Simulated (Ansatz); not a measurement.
Consider C2H7AlFN.

```xyz
12

C    -1.0733   -0.8572    0.2841
N     0.0013    0.0530   -0.0342
C     1.2702   -0.3655    0.5105
Al   -0.1916    1.5240   -0.9839
F    -1.7058    1.8808   -1.5407
H    -1.2109   -0.9526    1.3704
H    -0.8761   -1.8645   -0.1089
H    -2.0150   -0.5080   -0.1443
H     1.2354   -0.4385    1.6066
H     2.0595    0.3454    0.2504
H     1.5695   -1.3510    0.1268
H     1.0138    2.4791   -1.3027
```

Geometry: PBE0-D4/def2-TZVP.

Level of theory: RKS PBE0-D4/def2-TZVPP (Ansatz).

**Predict the electron density and electron localisation function between the atoms.**

C–N (1.44 Å): the density is about 2 e/Å³ at the midpoint; the ELF peaks at about 0.90 between the atoms; a covalent bond.
Al–F (1.65 Å): the density is about 0.9 e/Å³ at the midpoint; the ELF peaks at about 0.85 in the valence shell of F, 0.6 Å from its nucleus, and is about 0.30 at the midpoint.
Al–N (1.76 Å): ρ at the midpoint is about 0.89 e/Å³; the ELF peaks at about 0.90 in the valence shell of N, 0.7 Å from its nucleus, and is about 0.65 at the midpoint.
C–H (1.09 Å): ρ at the midpoint is about 2 e/Å³; the ELF climbs to about 1 towards the hydrogen, as it does in any bond to H; an ordinary covalent bond to hydrogen.

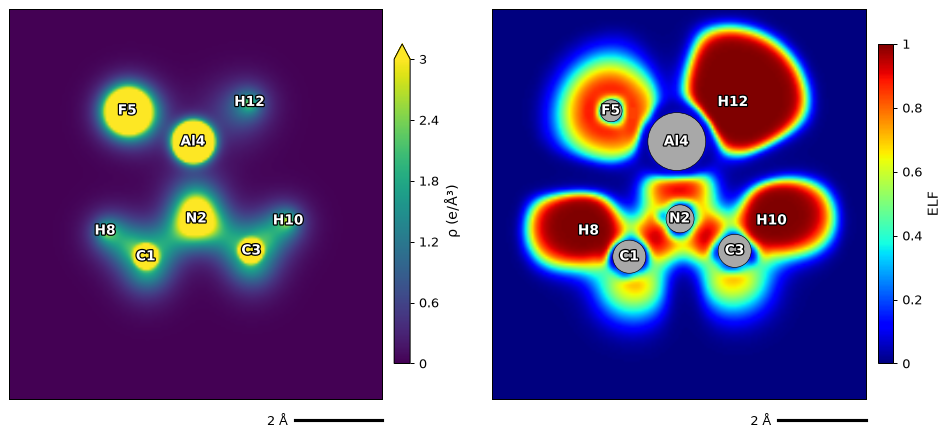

Computed electron density and electron localisation function on the plane of atoms C3, N2 and Al4, in this order. Grey discs cover the atomic cores in the ELF map. 
